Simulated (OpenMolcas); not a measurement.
# Run report: C3H4F2, single-point calculation (part 3 of 3)

C3H4F2, SMILES FC=CCF; CASSCF/ANO-RCC-VDZP, DKH2 (OpenMolcas 26.06). The geometry comes from this level: PBE0-D4/def2-TZVP.

Geometry of the input (Å):
```
F  -1.7713  0.6962  -0.7642
C  -0.7568  -0.0838  -1.1488
C  0.2699  -0.3554  -0.3643
C  0.4395  0.1552  1.0194
F  1.6566  0.8114  1.1337
H  -0.8889  -0.4587  -2.1569
H  1.0424  -1.0013  -0.7656
H  0.4498  -0.6667  1.7427
H  -0.3526  0.8568  1.2869
```

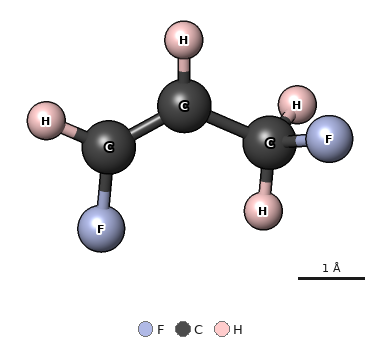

Fig. 1: The input geometry (ball-and-stick view, seen at a tilt).

Log, continued:
```
                    **************************************
                    *    Valence Bond Angles / degree    *
                    **************************************
                          Atom centers                 Phi
                      1 F1       2 C2       3 C3       122.64
                      1 F1       2 C2       6 H6       112.16
                      3 C3       2 C2       6 H6       125.20
                      2 C2       3 C3       4 C4       124.88
                      2 C2       3 C3       7 H7       117.18
                      4 C4       3 C3       7 H7       117.94
                      3 C3       4 C4       5 F5       109.86
                      3 C3       4 C4       8 H8       111.01
                      3 C3       4 C4       9 H9       111.51
                      5 F5       4 C4       8 H8       107.00
                      5 F5       4 C4       9 H9       108.21
                      8 H8       4 C4       9 H9       109.12

           ***************************************************************
           *              Valence Dihedral Angles / degree               *
           ***************************************************************
                    Atom centers                       Phi1     Phi2     Theta
           1 F1       2 C2       3 C3       4 C4        122.64   124.88    -0.08
           1 F1       2 C2       3 C3       7 H7        122.64   117.18   179.80
           6 H6       2 C2       3 C3       7 H7        125.20   117.18     0.30
           4 C4       3 C3       2 C2       6 H6        124.88   125.20  -179.58
           2 C2       3 C3       4 C4       5 F5        124.88   109.86  -124.73
           2 C2       3 C3       4 C4       8 H8        124.88   111.01   117.13
           2 C2       3 C3       4 C4       9 H9        124.88   111.51    -4.77
           7 H7       3 C3       4 C4       8 H8        117.94   111.01   -62.76
           7 H7       3 C3       4 C4       9 H9        117.94   111.51   175.34
           5 F5       4 C4       3 C3       7 H7        109.86   117.94    55.39
--

            Nuclear Potential Energy            168.44255207 au

--- Stop Module: gateway /rc=_RC_ALL_IS_WELL_ ---

--- Start Module: seward ---

                                              &SEWARD

                       available to each process: 1.9 GB of memory, 1 thread

               SEWARD will generate:
                  Multipole Moment integrals up to order  2
                  Kinetic Energy integrals
                  Nuclear Attraction integrals (point charge)
                  One-Electron Hamiltonian integrals
                  Velocity integrals
                  Relativistic Douglas-Kroll-Hess integrals:
                    - Parametrization         : EXP
                    - DKH order of Hamiltonian: 2
                    - DKH order of Properties : 0
                         - multipole moment operators
                         - electric potential operators
                         - contact operators
                  Orbital angular momentum around ( -0.0604   0.5801   0.0291 )
                  Velocity quadrupole around ( -0.0604   0.5801   0.0291 )
                  Atomic mean-field integrals
                  RI decomposed two-electron repulsion integrals stored Cholesky style
                   - acCD auxiliary basis
                   - CD Threshold:   1.00E-04

                   Integrals are discarded if absolute value <: 1.00E-14
                   Integral cutoff threshold is set to       <: 1.00E-16

            Nuclear Potential Energy            168.44255207 au

      Basis set specifications :
      Symmetry species         a
      Basis functions           90

--- Stop Module: seward /rc=_RC_ALL_IS_WELL_ ---
--- Module seward spent 2 seconds ---

>>> COPY step2.RunFile RUNFIL2

--- Start Module: expbas ---

                                              &EXPBAS

                       available to each process: 1.9 GB of memory, 1 thread

 Header on input orbitals file:
* RASSCF average (pseudo-natural) orbitals

 Information from input runfile
           Number of symmetries    1
      Number of basis functions   29

 Information from expanded basis set runfile
           Number of symmetries    1
      Number of basis functions   90
 New orbitals have been built in file EXPORB
--- Stop Module: expbas /rc=_RC_ALL_IS_WELL_ ---

--- Start Module: rasscf ---

                                              &RASSCF

                       available to each process: 1.9 GB of memory, 1 thread

      Header of the ONEINT file:
      --------------------------

      OrdInt status: non-squared

      Cartesian coordinates in angstrom:
      -----------------------------------------------------
      No.  Label        X            Y            Z
      -----------------------------------------------------
       1   F1        -1.77130000   0.69620000  -0.76420000
       2   C2        -0.75680000  -0.08380000  -1.14880000
       3   C3         0.26990000  -0.35540000  -0.36430000
       4   C4         0.43950000   0.15520000   1.01940000
       5   F5         1.65660000   0.81140000   1.13370000
       6   H6        -0.88890000  -0.45870000  -2.15690000
       7   H7         1.04240000  -1.00130000  -0.76560000
       8   H8         0.44980000  -0.66670000   1.74270000
       9   H9        -0.35260000   0.85680000   1.28690000
      -----------------------------------------------------
      Nuclear repulsion energy =  168.44255207

++    Wave function specifications:
      -----------------------------

      Number of closed shell electrons          38
      Number of electrons in active shells       2
      Max number of holes in RAS1 space          0
      Max nr of electrons in RAS3 space          0
      Number of inactive orbitals               19
      Number of active orbitals                  2
      Number of secondary orbitals              69
      Spin quantum number                      0.0
      State symmetry                             1
--

++    Orbital specifications:
      -----------------------

      Symmetry species                           1
                                                 a
      Frozen orbitals                            0
      Inactive orbitals                         19
      Active orbitals                            2
      RAS1 orbitals                              0
      RAS2 orbitals                              2
      RAS3 orbitals                              0
      Secondary orbitals                        69
      Deleted orbitals                           0
      Number of basis functions                 90
--

++    CI expansion specifications:
      ----------------------------

      Number of CSFs                             3
      Number of spin combinations                3
      Number of determinants                     4
      Number of root(s) required                 1
      Root chosen for geometry opt.              1
      CI root used                               1

      highest root included in the CI            1
      max. size of the explicit Hamiltonian      3
--

++    Optimization specifications:
      ----------------------------

      RASSCF algorithm: LK RI/DF
      Maximum number of macro iterations       200
      Maximum number of SX iterations          100
      Threshold for RASSCF energy            1.000E-08
      Threshold for max MO rotation          1.000E-01
      Threshold for max BLB element          1.000E-04
      Level shift parameter                  5.000E-01
      Make Quasi-Newton update
--

      The MO-coefficients are taken from the file:
      step2.ExpOrb
      Title:Basis set expanded orbital file EXPORB

      Total molecular charge    0.00

      ************************************************************************************************************************
      *                                            Wave function control section                                             *
      ************************************************************************************************************************

                                         RASSCF iterations: Energy and convergence statistics
                                         ----------------------------------------------------

          iter iter root      energy       change     param      element    value   shift minimum  type update hh:mm:ss
 Nr of preliminary CI iterations:   1
        1   1   15    1  -314.79239080    0.00E+00   1.02E-01*   8  39 1  2.01E-01*  0.00   0.00    SX    NO    0:00:00
        2   1   28    1  -315.09658800   -3.04E-01* -4.94E-02   14  23 1  7.95E-02*  0.00   0.00    SX    NO    0:00:00
        3   1   15    1  -315.12649567   -2.99E-02*  1.89E-02    7  30 1  2.58E-02*  0.00   0.00    SX    NO    0:00:00
        4   1   14    1  -315.13101087   -4.52E-03*  1.03E-02   14  23 1  2.17E-02*  0.00   0.00    SX    NO    0:00:00
        5   1   14    1  -315.13158899   -5.78E-04* -4.85E-03    7  30 1  1.05E-02*  0.00   0.69    QN   YES    0:00:00
        6   1   13    1  -315.13192956   -3.41E-04*  3.27E-03   18  59 1  1.97E-03*  0.00   1.26    QN   YES    0:00:00
        7   1   12    1  -315.13196352   -3.40E-05* -2.44E-03    7  30 1  1.86E-03*  0.00   1.12    QN   YES    0:00:00
        8   1   12    1  -315.13197204   -8.52E-06* -6.97E-04    7  30 1 -9.37E-04*  0.00   0.84    QN   YES    0:00:00
        9   1   10    1  -315.13197267   -6.29E-07*  7.86E-04    7  30 1  6.71E-04*  0.00   0.61    QN   YES    0:00:00
       10   1    9    1  -315.13197335   -6.75E-07*  4.72E-04    7  30 1  1.94E-04*  0.00   1.60    LS   YES    0:00:00
       11   1   10    1  -315.13197347   -1.24E-07* -4.86E-04    7  21 1 -9.93E-05   0.00   0.97    QN   YES    0:00:00
       12   1    9    1  -315.13197360   -1.33E-07* -5.12E-04   19  22 1 -3.93E-05   0.00   1.29    QN   YES    0:00:00
       13   1    8    1  -315.13197365   -4.48E-08* -2.81E-04    7  30 1 -3.80E-05   0.00   1.17    QN   YES    0:00:00
       14   1    8    1  -315.13197366   -1.46E-08* -2.12E-04    7  30 1 -1.52E-05   0.00   1.65    QN   YES    0:00:00
       15   1    6    1  -315.13197367   -4.21E-09  -3.00E-05    7  30 1 -1.86E-05   0.00   0.97    QN   YES    0:00:00
      Convergence after 15 iterations
       16   1    6    1  -315.13197367   -7.10E-10  -3.00E-05    7  30 1  7.25E-06   0.00   0.97    QN   YES    0:00:00

      ************************************************************************************************************************
                                                      Wave function printout:
                       occupation of active orbitals, and spin coupling of open shells (u,d: Spin up or down)
      ************************************************************************************************************************

      Note: transformation to natural orbitals
      has been made, which may change the order of the CSFs.

      printout of CI-coefficients larger than  0.05 for root  1
      energy=    -315.131974
      conf/sym  11     Coeff  Weight
             1  20   0.99489 0.98980
             3  02  -0.10098 0.01020

      Natural orbitals and occupation numbers for root  1
      sym 1:   1.979608   0.020392

      ************************************************************************************************************************
      *                                                    Final results                                                     *
      ************************************************************************************************************************

++    Final optimization conditions:
      ------------------------------

      Average CI energy                            -315.13197367
      RASSCF energy for state  1                   -315.13197367
      Super-CI energy                                -0.00000000
      RASSCF energy change                           -0.00000000
      Max change in MO coefficients              -3.285E-05
      Max non-diagonal density matrix element    -3.002E-05
      Maximum BLB matrix element                  7.246E-06
      (orbital pair   7,  30 in symmetry   1)
      Norm of electronic gradient            9.484E-06
--

      Final state energy(ies):
      ------------------------

::    RASSCF root number  1 Total energy:   -315.13197367
      Von Neumann Entropy (Root   1) =  0.08209

      Mulliken population analysis for root number:  1
      -----------------------------------------------

++    Molecular charges:
      ------------------

      Mulliken charges per centre
      ---------------------------

                F1      C2      C3      C4      F5      H6      H7      H8      H9
      Total    9.2981  5.5928  5.9817  5.5110  9.3690  1.0786  1.0584  1.0580  1.0523

      N-E     -0.2981  0.4072  0.0183  0.4890 -0.3690 -0.0786 -0.0584 -0.0580 -0.0523

      Total electronic charge=   40.000000

      Total            charge=   -0.000000
--

      Expectation values of various properties for root number:  1
      -----------------------------------------------------------

++    Molecular properties:
      ---------------------

      Charge (e):
                      =   -0.0000
      Dipole Moment (debye):
      Origin of the operator (angstrom)=   -0.0320    0.3070    0.0154
                   X= -8.4140E-01               Y= -1.9812E+00               Z= -8.3773E-01           Total=  2.3097E+00
      Quadrupole Moment (debye*angstrom):
      Origin of the operator (angstrom)=   -0.0320    0.3070    0.0154
                  XX= -3.4610E+01              XY= -1.5909E+00              XZ= -2.0202E+00              YY= -2.8578E+01
                  YZ=  5.1015E-01              ZZ= -2.5323E+01
      In traceless form (debye*angstrom)
                  XX= -7.6591E+00              XY= -2.3863E+00              XZ= -3.0304E+00              YY=  1.3877E+00
                  YZ=  7.6523E-01              ZZ=  6.2714E+00
--

      LoProp population analysis for root number:  1
      -----------------------------------------------

++    LoProp analysis:
      ----------------

++    Static properties:
      ------------------

      LoProp Charges per center

                   F1       C2       C3       C4       F5       H6       H7       H8       H9
      Nuclear      9.0000   6.0000   6.0000   6.0000   9.0000   1.0000   1.0000   1.0000   1.0000
      Electronic  -9.2863  -5.7919  -6.1682  -5.8408  -9.3669  -0.8826  -0.8766  -0.8976  -0.8892

      Total       -0.2863   0.2081  -0.1682   0.1592  -0.3669   0.1174   0.1234   0.1024   0.1108
--

      Natural Bond Order analysis for root number:  1

++    Natural Bond Order analysis
      ---------------------------
      Based on LoProp computed density
      -------------------------------------------------------------------------------------
      Atom A       Atom B       Bond Order
        C2           C3             0.788
      -------------------------------------------------------------------------------------
      NBO located      1.577 electrons involved in    1 bonds.
      NBO located      0.999 non-bonded electrons on atom F1
      NBO located      0.999 non-bonded electrons on atom F1
      NBO located      0.999 non-bonded electrons on atom C2
      NBO located      0.999 non-bonded electrons on atom C3
      NBO located      0.998 non-bonded electrons on atom C4
      NBO located      1.000 non-bonded electrons on atom F5
      NBO located      0.974 non-bonded electrons on atom F5
      The remaining   14.160 electrons are to be considered as diffuse
--

--

      Average orbitals are written to the RASORB file
      Natural orbitals for root   1 are written to the RASORB.1 file
      Spin density orbitals for root   1 are written to the SPDORB.1 file

--- Stop Module: rasscf /rc=_RC_ALL_IS_WELL_ ---
--- Module rasscf spent 3 seconds ---

.##################.
.# Happy landing! #.
.##################.

    Timing: Wall=10.14 User=9.16 System=0.96
```
